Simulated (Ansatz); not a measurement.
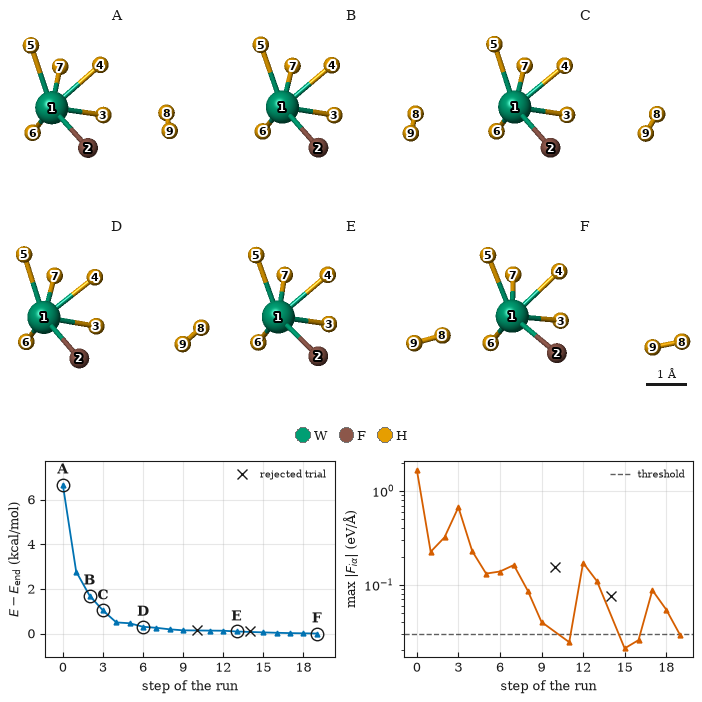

Frames of a relaxation of WH7F, marked on the history of the run. A ball-and-stick model, seen at a tilt.

The run prepares an end point of a later path (reaction) calculation, from a guessed geometry.

Computed with RKS PBE0-D4/def2-SVP in Ansatz.

The input:
```yaml
crystal:
  periodic: [false, false, false]
  atoms:
    - { symbol: W, position_ang: [-0.412923, -0.421537, 0.337446] }
    - { symbol: F, position_ang: [0.107117, 0.070228, 2.062306] }
    - { symbol: H, position_ang: [1.106808, -0.040112, -0.149743] }
    - { symbol: H, position_ang: [-0.046627, 1.089949, -0.179143] }
    - { symbol: H, position_ang: [-1.711332, 0.330471, -0.450095] }
    - { symbol: H, position_ang: [0.278671, -1.73465, -0.483374] }
    - { symbol: H, position_ang: [-0.107667, -0.146921, -1.292006] }
    - { symbol: H, position_ang: [1.543257, 1.632585, 1.092287] }
    - { symbol: H, position_ang: [1.547097, 1.620586, 1.809522] }
basis:
  gaussian: { orbitals: def2-SVP }
hamiltonian:
  xc: pbe0
  dispersion: d4
relax:
  f_tol: 0.03
  max_steps: 50
```

Command:
```bash
ansatz run input.yaml --threads 1 --pin off --max-ram 2048MiB --backend cpu --events-out ev --progress --plain --runs-dir out
```

What happens along the run?

Answer. H8 moves most after the best rigid fit: 1.45 Å. Largest moves by element: H 1.45 Å, F 0.23 Å, W 0.22 Å. Near-neighbour distances that change, for instance: W1–H8 2.935 → 4.501 Å, H8–H9 0.717 → 0.761 Å, W1–F2 1.867 → 1.890 Å, W1–H7 1.680 → 1.676 Å. Among the angles between lasting bonds that change: F2–W1–H4 89.2° → 86.5°. The energy falls by 6.67 kcal/mol in 17 accepted moves (19 points after the start). Largest force component: 1.7 eV/Å at the start, 0.029 eV/Å at the end. The line search rejected the trial steps at points 10, 14 of the run. The forces were under the threshold at step 11, but the run went on from there. From step 0 to 2: H8 moves most (0.39 Å), energy −4.97 kcal/mol. From step 2 to 3: H8 moves most (0.19 Å), energy −0.67 kcal/mol. From step 3 to 6: H8 moves most (0.33 Å), energy −0.73 kcal/mol. From step 6 to 13: H8 moves most (0.34 Å), energy −0.21 kcal/mol. From step 13 to 19: H8 moves most (0.28 Å), energy −0.09 kcal/mol.

| step | E − E(0), kcal/mol | largest force component, eV/Å | note |
| --- | --- | --- | --- |
| 0 | 0.00 | 1.6872 |  |
| 1 | -3.90 | 0.2253 |  |
| 2 | -4.97 | 0.3210 |  |
| 3 | -5.64 | 0.6717 |  |
| 4 | -6.17 | 0.2284 |  |
| 5 | -6.21 | 0.1318 |  |
| 6 | -6.37 | 0.1388 |  |
| 7 | -6.41 | 0.1626 |  |
| 8 | -6.48 | 0.0870 |  |
| 9 | -6.53 | 0.0402 |  |
| 10 | -6.52 | 0.1547 | rejected |
| 11 | -6.54 | 0.0245 |  |
| 12 | -6.54 | 0.1717 |  |
| 13 | -6.58 | 0.1096 |  |
| 14 | -6.55 | 0.0757 | rejected |
| 15 | -6.62 | 0.0210 |  |
| 16 | -6.64 | 0.0258 |  |
| 17 | -6.65 | 0.0877 |  |
| 18 | -6.66 | 0.0545 |  |
| 19 | -6.67 | 0.0293 |  |
